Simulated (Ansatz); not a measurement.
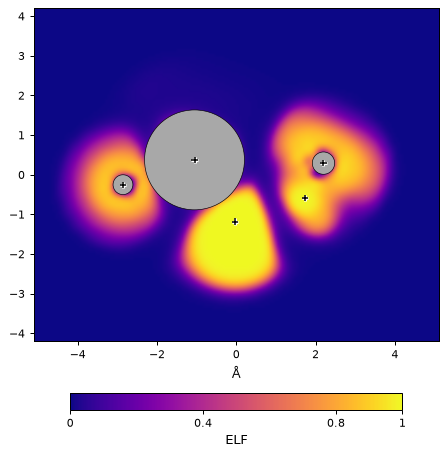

The ELF on a plane through atoms (crosses mark nuclei in the plane; grey discs cover the cores).

Computed with RKS PBE-D4/def2-SVP (Ansatz).

Candidates:
A. AlF2HO···CH4O
B. F2H2OZr···H2O

Question: Which candidate gave the map?

Answer: Candidate B: F2H2OZr···H2O on the plane of atoms F7, Zr1 and H8, which holds Zr, O, F and H. H8···H9 (1.86 Å): the ELF dips to about 0.15 between them. Zr–F (1.91 Å): the ELF peaks at about 0.85 in the valence shell of F, 0.5 Å from its nucleus, and drops to about 0.25 between the two atoms.
